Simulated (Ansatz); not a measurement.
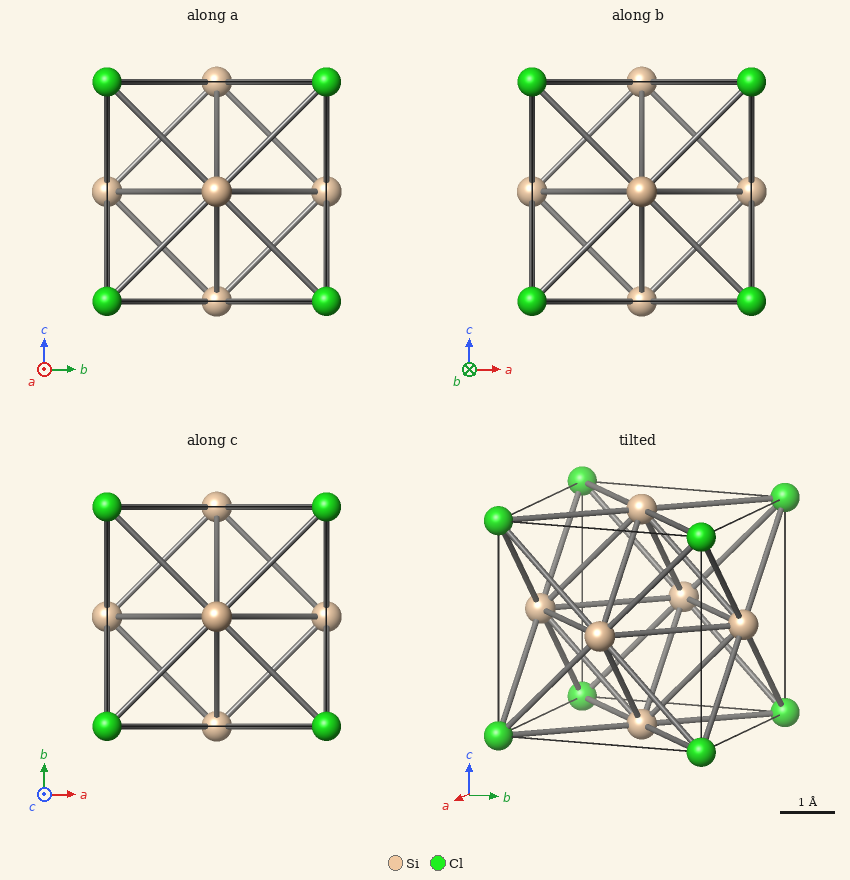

View along the a axis, along the b axis, along the c axis and slightly off an axis, drawn as a ball-and-stick model. The parallelepiped is the conventional unit cell.

Lattice parameters: a = 4.120 Å, b = 4.120 Å, c = 4.120 Å, α = 90.00°, β = 90.00°, γ = 90.00°. Put a along x and b in the xy plane.

Set out the cell and atoms as a POSCAR file.

Answer.
```
Si Cl
1.0
     4.120    0.000    0.000
     0.000    4.120    0.000
     0.000    0.000    4.120
Si Cl
3 1
Direct
  0.0000 0.5000 0.5000
  0.5000 0.0000 0.5000
  0.5000 0.5000 0.0000
  0.0000 0.0000 0.0000
```

Its origin is a structure type filled with these elements by a generator (whether the compound takes this form wasn't checked). Earlier steps of the study may have refined or changed the cell and positions. Ansatz was used for an electronic-structure calculation on it.
